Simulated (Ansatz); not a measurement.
**BCCD(T)/STO-3G run of AsH3 (SMILES [H][As]([H])[H])**

Aim: the energy change on altering one bond length of AsH3 at BCCD(T)/STO-3G, from 2 runs. 

Program for the calculation: Ansatz 0.2.0.

32 further runs of the same task are left out: 2 that didn't finish, 30 set aside as unsound or not needed.

## 1. Starting point

AsH3: 4 atoms, total charge 0, spin state singlet. SMILES: `[H][As]([H])[H]`. The shape comes from GFN2-xTB, which is rough for such elements, and wasn't checked as a minimum.

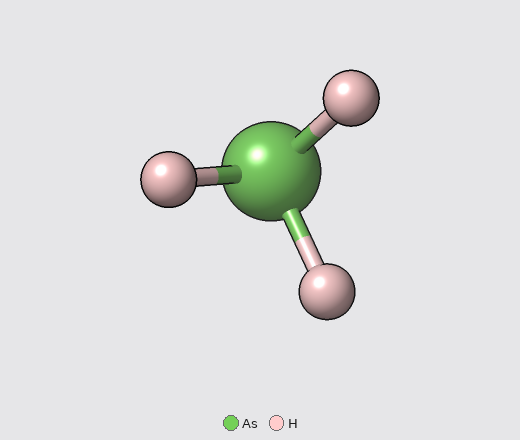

The structure, seen from a chosen angle (arsenic green, hydrogen pink).

## 2. A single-point energy at BCCD(T)/STO-3G

input.yaml

```yaml
crystal:
  periodic: [false, false, false]
  atoms:
    - symbol: As
      position_ang: [-0.004370, 0.005540, 0.655970]
    - symbol: H
      position_ang: [1.216520, -0.029700, -0.207950]
    - symbol: H
      position_ang: [-0.582780, 1.061080, -0.232340]
    - symbol: H
      position_ang: [-0.629370, -1.036930, -0.215680]
basis:
  gaussian:
    orbitals: STO-3G
accuracy: high
scf:
  omitted_lower_state_checks: [cluster_reference, increment]
correlation:
  method: bccd_t
  frozen_orbitals: {As: 9, H: 0}
```

The run is started by

```console
$ ansatz run input.yaml --threads 1 --pin off --max-ram 2610MiB --events-out events.jsonl --progress --plain --runs-dir runs
```

The log of the run, shortened:

```text
Warning: RAYON_NUM_THREADS=1 ignored (pool sized by the plan → 1); use --threads N
Functional definition: HF
  name "HF"
[...]
262 factors; integrals over basis functions are off by at most 5.9e-9 eV
[...]
mean field -60164.64271204 eV, -2211.0098386079 hartree, gradient 1.1e-8 eV, S^2 0.000000; 0 other end points of the search recorded, 0 dependent functions left out
9 core orbitals not correlated: weight in the atoms' cores, before any rotation towards them, 1.000 or more for the frozen orbitals, at most 0.000 for the correlated occupied ones
reference -60164.64271204 eV, -2211.0098386079 hartree; 9, 9 occupied and 3, 3 virtual orbitals, 262 factors
second order -1.06115302 eV of doubles, -0.00000000 eV of singles
cycle   1  -1.40505922 eV  change   -3.4e-1 eV  update   5.1e-2
[...]
cycle  15  -1.60071555 eV  change   6.0e-10 eV  update  6.9e-10
perturbative correction -0.00284238 eV, -0.0001044555 hartree
Total energy: -60166.24626997 eV, -2211.0687682748 hartree
Checks for a lower state left out: cluster_reference, increment
```

Wall time 0.18 s (1 thread of Arm Neoverse V1, shared host).

## 3. The distorted shape

input.yaml

```yaml
crystal:
  periodic: [false, false, false]
  atoms:
    - {symbol: As, position_ang: [-0.309621, 0.014351, 0.871970]}
    - {symbol: H, position_ang: [1.216520, -0.029700, -0.207950]}
    - {symbol: H, position_ang: [-0.888031, 1.069891, -0.016340]}
    - {symbol: H, position_ang: [-0.934621, -1.028119, 0.000320]}
basis:
  gaussian: {orbitals: STO-3G}
total_charge: 0
correlation: {method: bccd_t, frozen_orbitals: {As: 9, H: 0}}
accuracy: high
scf: {omitted_lower_state_checks: [cluster_reference, increment]}
```

The run is started by

```console
$ ansatz run input.yaml --threads 1 --pin off --max-ram 2610MiB --events-out events.jsonl --progress --plain --runs-dir runs
```

The log of the run, shortened:

```text
Warning: RAYON_NUM_THREADS=1 ignored (pool sized by the plan → 1); use --threads N
Functional definition: HF
  name "HF"
[...]
259 factors; integrals over basis functions are off by at most 6.6e-9 eV
[...]
mean field -60163.19117357 eV, -2210.9564955530 hartree, gradient 1.0e-8 eV, S^2 0.000000; 0 other end points of the search recorded, 0 dependent functions left out
9 core orbitals not correlated: weight in the atoms' cores, before any rotation towards them, 1.000 or more for the frozen orbitals, at most 0.000 for the correlated occupied ones
reference -60163.19117357 eV, -2210.9564955530 hartree; 9, 9 occupied and 3, 3 virtual orbitals, 259 factors
second order -1.30321614 eV of doubles, -0.00000000 eV of singles
cycle   1  -1.76032882 eV  change   -4.6e-1 eV  update   6.7e-2
[...]
cycle  18  -2.05998132 eV  change   6.0e-10 eV  update  7.6e-10
perturbative correction -0.00377769 eV, -0.0001388277 hartree
Total energy: -60165.25493259 eV, -2211.0323372980 hartree
Checks for a lower state left out: cluster_reference, increment
```

Run time: 0.18 s. Hardware: 1 thread of Arm Neoverse V1, shared host.

## 4. What came out

At BCCD(T)/STO-3G, 9 core orbitals frozen:

| quantity | value |
| --- | --- |
| first shape: total energy | -2211.06877 Eh |
| first shape: correlation energy (9 core orbitals frozen) | -58.9 mEh |
| first shape: (T) correction | -0.10 mEh |
| distorted shape: total energy | -2211.03234 Eh |
| distorted shape: correlation energy (9 core orbitals frozen) | -75.8 mEh |
| distorted shape: (T) correction | -0.14 mEh |
| energy change with the As1–H2 bond stretched from 1.496 to 1.870 Å | 0.991 eV |

In words: With the As1–H2 bond stretched from 1.496 to 1.870 Å the energy rises by 0.99 eV (95.6 kJ/mol). The first shape isn't relaxed at this level, so the change isn't measured from a minimum. The minimal basis adds a large error of its own. The triples (first shape) make up 0.2 % of the correlation energy. The triples (distorted shape) make up 0.2 % of the correlation energy.
